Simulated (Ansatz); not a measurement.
## BSiH₆OF: nudged elastic band

The run: nudged elastic band of BSiH₆OF. Method and program: RKS PBE-D4/6-31G* (Ansatz 0.2.0).

One setting was made poor on purpose. It belongs to a series of runs on one base structure; here: band between the two ends. Figures and captions count atoms from 1; the log counts them from 0 in places.

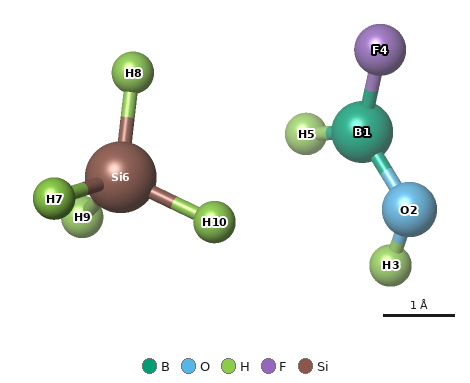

The starting structure (ball-and-stick view, seen at a tilt; atoms are numbered from 1 in the order of the input). Bond lengths as drawn: B–F 1.34 Å, B–H 1.21 Å, B–O 1.36 Å, H–O 0.98 Å and H–Si 1.50 Å.

Key numbers

| quantity | value |
| --- | --- |
| outcome | converged |
| barrier, forward | 1.468 eV |
| barrier, backward | 0.047 eV |
| hardware | 1 thread of Intel Xeon (Granite Rapids), 32 GiB of memory available, shared host |
| wall time | 34 s |
| peak memory | 0.16 GiB |

Notes

A deliberately poor setting: few images. The order of the saddle point was not checked.

The input
```yaml
crystal:
  periodic: [false, false, false]
  atoms:
    - { symbol: B, position_ang: [-0.063684, -0.630416, 0.002512] }
    - { symbol: O, position_ang: [-0.167981, -1.294788, 1.186163] }
    - { symbol: H, position_ang: [-1.050868, -1.158375, 1.57855] }
    - { symbol: F, position_ang: [1.098273, -0.712467, -0.650803] }
    - { symbol: H, position_ang: [-0.962942, 0.014631, -0.483089] }
    - { symbol: Si, position_ang: [0.176957, 2.909356, 1.192354] }
    - { symbol: H, position_ang: [0.794845, 3.990396, 2.025343] }
    - { symbol: H, position_ang: [0.881212, 2.817811, -0.12512] }
    - { symbol: H, position_ang: [-1.272552, 3.217533, 0.96744] }
    - { symbol: H, position_ang: [0.291641, 1.601018, 1.914348] }
basis:
  gaussian: { orbitals: "6-31G*" }
hamiltonian:
  xc: pbe
  dispersion: d4
neb:
  order_check: false
  images: 2
  f_tol: 0.05
  max_iterations: 60
  climbing: true
  final_atoms:
    - { symbol: B, position_ang: [0.13044843, 0.38480002, 0.00971352] }
    - { symbol: O, position_ang: [-0.26500095, -0.41932661, 1.5956701] }
    - { symbol: H, position_ang: [-1.17447656, -0.13837002, 1.83852754] }
    - { symbol: F, position_ang: [1.38055356, -0.11723967, -0.2335081] }
    - { symbol: H, position_ang: [-0.7938768, -0.08256355, -0.62876246] }
    - { symbol: Si, position_ang: [0.05245184, 2.373453, 0.54135631] }
    - { symbol: H, position_ang: [0.9397181, 2.65795137, 1.73752486] }
    - { symbol: H, position_ang: [0.46173993, 3.3453836, -0.53080623] }
    - { symbol: H, position_ang: [-1.33052844, 2.78592407, 0.9944499] }
    - { symbol: H, position_ang: [0.3238719, -0.03531322, 2.28353255] }
  initial_path:
    images:
      - { positions_ang: [[-0.063684, -0.630416, 0.002512], [-0.167981, -1.294788, 1.186163], [-1.050868, -1.158375, 1.57855], [1.098273, -0.712467, -0.650803], [-0.962942, 0.014631, -0.483089], [0.176957, 2.909356, 1.192354], [0.794845, 3.990396, 2.025343], [0.881212, 2.817811, -0.12512], [-1.272552, 3.217533, 0.96744], [0.291641, 1.601018, 1.914348]] }
      - { positions_ang: [[-0.01718959, -0.20477085, -0.00650747], [-0.05815089, -0.43847515, 1.56129592], [-0.95960104, -0.58405643, 1.91163979], [1.13450744, -0.22612454, -0.66021017], [-1.0018369, 0.0131194, -0.56865501], [0.12502729, 2.3921267, 0.87825735], [0.71041222, 2.77111639, 2.05204641], [0.91819446, 2.88754929, -0.1601034], [-1.25555682, 2.87116004, 0.82347653], [0.12909484, 1.27305415, 1.77645806]] }
      - { positions_ang: [[0.04752122, 0.13363449, -0.00410696], [-0.09049088, -0.14665468, 1.69779829], [-1.00080389, -0.24405477, 1.99829896], [1.22860096, -0.02771543, -0.52111187], [-0.94548183, -0.01927878, -0.61721284], [0.08352557, 2.21349237, 0.66125812], [0.75870325, 2.32696818, 1.95610703], [0.77837044, 3.06340682, -0.29533214], [-1.2748823, 2.7272904, 0.83247983], [0.13983847, 0.72761041, 1.89951957]] }
      - { positions_ang: [[0.13044843, 0.38480002, 0.00971352], [-0.26500095, -0.41932661, 1.5956701], [-1.17447656, -0.13837002, 1.83852754], [1.38055356, -0.11723967, -0.2335081], [-0.7938768, -0.08256355, -0.62876246], [0.05245184, 2.373453, 0.54135631], [0.9397181, 2.65795137, 1.73752486], [0.46173993, 3.3453836, -0.53080623], [-1.33052844, 2.78592407, 0.9944499], [0.3238719, -0.03531322, 2.28353255]] }
```

Launched with:
```bash
ansatz run input.yaml --threads 1 --pin off --max-ram 2048MiB --backend cpu --events-out ev --progress --plain --runs-dir out
```

What the program printed
```
Engine: ansatz 0.2.0, x86_64-unknown-linux-gnu
Functional definition: PBE
  parameter kappa = 0.804
  parameter beta = 0.06672455060314922
  exchange = pbe_x(kappa = kappa, mu = beta*pi^2/3)
  correlation = pbe_c(beta = beta)
886 factors; their error is unknown
mean field evaluation 1: about -13402.0281 eV, gradient 5.1e1 eV
mean field evaluation 2: about -13387.2145 eV, gradient 1.0e2 eV
mean field evaluation 4: about -13406.6195 eV, gradient 7.3e0 eV
mean field evaluation 8: about -13406.6980 eV, gradient 3.1e-1 eV
mean field evaluation 16: about -13406.6331 eV, gradient 5.6e-5 eV
mean field -13406.63309713 eV, -492.6846789774 hartree, gradient 5.6e-5 eV, S^2 0.000000; 0 other end points of the search recorded, 0 dependent functions left out
the calculation of the forces begins
reference -13406.63313135 eV, -492.6846802349 hartree; 21, 21 occupied and 55, 55 virtual orbitals, 886 factors
886 factors; their error is unknown
mean field evaluation 32: about -13405.1768 eV, gradient 6.5e-5 eV
mean field -13405.17683126 eV, -492.6311621935 hartree, gradient 6.5e-5 eV, S^2 0.000000; 0 other end points of the search recorded, 0 dependent functions left out
[... from here on the field's lines of each further geometry are left out, up to the last ...]
NEB iter   1: max|band force component| = 5.154e0 eV/Å  barrier→ = 3.2672 eV  barrier← = 1.8457 eV  Δτ_max = 0.1923 Å  (104 SCF iters)
NEB iter   2: max|band force component| = 3.114e0 eV/Å  barrier→ = 1.9003 eV  barrier← = 0.4787 eV  Δτ_max = 0.2000 Å  (68 SCF iters)
NEB iter   3: max|band force component| = 4.298e0 eV/Å  barrier→ = 1.7500 eV  barrier← = 0.3285 eV  Δτ_max = 0.1016 Å  (57 SCF iters)
NEB iter   4: max|band force component| = 6.730e-1 eV/Å  barrier→ = 1.6463 eV  barrier← = 0.2248 eV  Δτ_max = 0.1941 Å  (56 SCF iters)
NEB iter   5: max|band force component| = 7.510e-1 eV/Å  barrier→ = 1.5107 eV  barrier← = 0.0892 eV  Δτ_max = 0.0993 Å  (57 SCF iters)
NEB iter   6: max|band force component| = 2.435e-1 eV/Å  barrier→ = 1.4804 eV  barrier← = 0.0589 eV  CI = image 2  Δτ_max = 0.1629 Å  (52 SCF iters)
NEB iter   7: max|band force component| = 3.294e-1 eV/Å  barrier→ = 1.4786 eV  barrier← = 0.0570 eV  CI = image 2  Δτ_max = 0.0827 Å  (52 SCF iters)
NEB iter   8: max|band force component| = 2.951e-1 eV/Å  barrier→ = 1.4777 eV  barrier← = 0.0562 eV  CI = image 2  Δτ_max = 0.0826 Å  (54 SCF iters)
NEB iter   9: max|band force component| = 1.992e-1 eV/Å  barrier→ = 1.4735 eV  barrier← = 0.0519 eV  CI = image 2  Δτ_max = 0.0500 Å  (53 SCF iters)
NEB iter  10: max|band force component| = 1.074e-1 eV/Å  barrier→ = 1.4698 eV  barrier← = 0.0483 eV  CI = image 2  Δτ_max = 0.0233 Å  (54 SCF iters)
NEB iter  11: max|band force component| = 7.995e-2 eV/Å  barrier→ = 1.4688 eV  barrier← = 0.0473 eV  CI = image 2  Δτ_max = 0.0128 Å  (55 SCF iters)
NEB iter  12: max|band force component| = 5.247e-2 eV/Å  barrier→ = 1.4684 eV  barrier← = 0.0469 eV  CI = image 2  Δτ_max = 0.0217 Å  (56 SCF iters)
NEB iter  13: max|band force component| = 1.116e-1 eV/Å  barrier→ = 1.4683 eV  barrier← = 0.0468 eV  CI = image 2  Δτ_max = 0.0108 Å  (55 SCF iters)
the calculation of the forces begins
reference -13406.32207642 eV, -492.6732491770 hartree; 21, 21 occupied and 55, 55 virtual orbitals, 886 factors
886 factors; their error is unknown
mean field -13405.13078382 eV, -492.6294699815 hartree, gradient 1.5e-5 eV, S^2 0.000000; 1 other end points of the search recorded, 0 dependent functions left out
the calculation of the forces begins
reference -13405.13081580 eV, -492.6294711565 hartree; 21, 21 occupied and 55, 55 virtual orbitals, 886 factors
NEB iter  14: max|band force component| = 3.784e-2 eV/Å  barrier→ = 1.4683 eV  barrier← = 0.0467 eV  CI = image 2  Δτ_max = 0.0000 Å  (107 SCF iters)
```

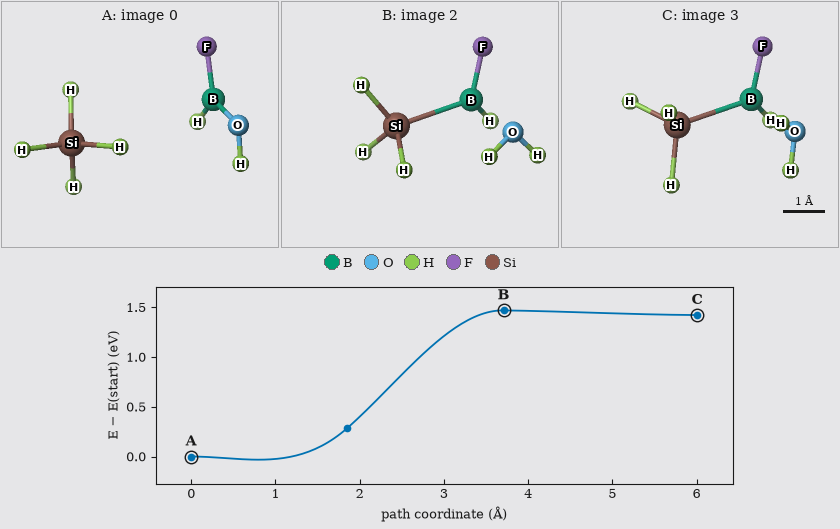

Images of the last band (counted from 0; ball-and-stick, seen at a tilt) above the energy along the path; the line is a cubic interpolation that uses the forces. The highest image is number 2, 1.468 eV above the start and 0.047 eV above the end (the climbing image); the end lies 1.422 eV above the start. The path is 6.01 Å long. The band converged in 14 iterations.

```
Total energy: -13405.28841107 eV, -492.6352626759 hartree
Atom 0 at    -0.110553     0.401090     0.028794 Å, force    -0.007639     0.037834     0.000747 eV/Å
Atom 1 at     0.254618    -0.333784     1.651390 Å, force     0.004457     0.008393     0.033366 eV/Å
Atom 2 at    -0.535113    -0.867327     1.881957 Å, force    -0.005983    -0.003706    -0.007456 eV/Å
Atom 3 at     0.865063    -0.124002    -0.766954 Å, force     0.005505    -0.003305    -0.003873 eV/Å
Atom 4 at    -1.233383    -0.056659    -0.116249 Å, force    -0.002085    -0.006251    -0.002602 eV/Å
Atom 5 at     0.029062     2.413113     0.499361 Å, force    -0.003541    -0.029230    -0.022591 eV/Å
Atom 6 at     0.093846     2.540566     2.019918 Å, force     0.000532     0.001362     0.016778 eV/Å
Atom 7 at     1.256296     3.127883     0.003474 Å, force     0.003864     0.002421    -0.001492 eV/Å
Atom 8 at    -1.164719     3.242450     0.110211 Å, force    -0.001936     0.002500     0.000803 eV/Å
Atom 9 at     0.269782     0.411370     2.295796 Å, force     0.006828    -0.010017    -0.013679 eV/Å
Dipole moment:    -0.256866    -0.334560     0.736949 e Å
this run last wrote the band of iteration 14 to [file]
```

The last band as extended XYZ (Å, eV, eV/Å)
```
10
Properties=species:S:1:pos:R:3:forces:R:3 image=0 energy=-13406.75664
B    -0.0637   -0.6304    0.0025   -0.0011   0.0216  -0.0207
O    -0.1680   -1.2948    1.1862   -0.0020  -0.0066   0.0044
H    -1.0509   -1.1584    1.5785    0.0008  -0.0009   0.0023
F     1.0983   -0.7125   -0.6508    0.0165  -0.0106   0.0034
H    -0.9629    0.0146   -0.4831   -0.0153  -0.0038   0.0086
Si    0.1770    2.9094    1.1924   -0.0018  -0.0031   0.0127
H     0.7948    3.9904    2.0253   -0.0002   0.0041  -0.0028
H     0.8812    2.8178   -0.1251    0.0019  -0.0025  -0.0029
H    -1.2726    3.2175    0.9674    0.0003   0.0009  -0.0032
H     0.2916    1.6010    1.9143    0.0009   0.0008  -0.0018
10
Properties=species:S:1:pos:R:3:forces:R:3 image=1 energy=-13406.46980
B    -0.2187   -0.2930    0.1313   -0.0571  -0.4567   0.0648
O     0.1360   -0.9438    1.2838   -0.0534  -0.3353  -0.1885
H    -0.6316   -0.9844    1.8850   -0.0137  -0.0924   0.0126
F     0.7333   -0.1173   -0.7933    0.0093   0.0372  -0.0198
H    -1.3511    0.0396   -0.1226    0.0012   0.0170  -0.0176
Si    0.2114    2.6029    1.0021    0.0725   0.1385   0.2907
H     0.2973    3.3700    2.2673    0.0480   0.5131   0.1468
H     1.3723    2.9003    0.1049    0.0283  -0.0966   0.0749
H    -1.0502    2.9769    0.2794    0.0052  -0.1965   0.0577
H     0.2263    1.2035    1.5697   -0.0402   0.4718  -0.4216
10
Properties=species:S:1:pos:R:3:forces:R:3 image=2 energy=-13405.28838
B    -0.1106    0.4011    0.0288   -0.0076   0.0378   0.0007
O     0.2546   -0.3338    1.6514    0.0045   0.0084   0.0334
H    -0.5351   -0.8673    1.8820   -0.0060  -0.0037  -0.0075
F     0.8651   -0.1240   -0.7670    0.0055  -0.0033  -0.0039
H    -1.2334   -0.0567   -0.1162   -0.0021  -0.0063  -0.0026
Si    0.0291    2.4131    0.4994   -0.0035  -0.0292  -0.0226
H     0.0938    2.5406    2.0199    0.0005   0.0014   0.0168
H     1.2563    3.1279    0.0035    0.0039   0.0024  -0.0015
H    -1.1647    3.2424    0.1102   -0.0019   0.0025   0.0008
H     0.2698    0.4114    2.2958    0.0068  -0.0100  -0.0137
10
Properties=species:S:1:pos:R:3:forces:R:3 image=3 energy=-13405.33511
B     0.1304    0.3848    0.0097    0.0051  -0.0018   0.0040
O    -0.2650   -0.4193    1.5957    0.0103   0.0009   0.0085
H    -1.1745   -0.1384    1.8385   -0.0036   0.0035   0.0005
F     1.3806   -0.1172   -0.2335   -0.0031  -0.0009   0.0033
H    -0.7939   -0.0826   -0.6288    0.0007   0.0016  -0.0033
Si    0.0525    2.3735    0.5414    0.0035   0.0044  -0.0088
H     0.9397    2.6580    1.7375   -0.0017  -0.0012  -0.0040
H     0.4617    3.3454   -0.5308   -0.0025   0.0009   0.0029
H    -1.3305    2.7859    0.9944   -0.0011  -0.0007   0.0053
H     0.3239   -0.0353    2.2835   -0.0075  -0.0067  -0.0084
```
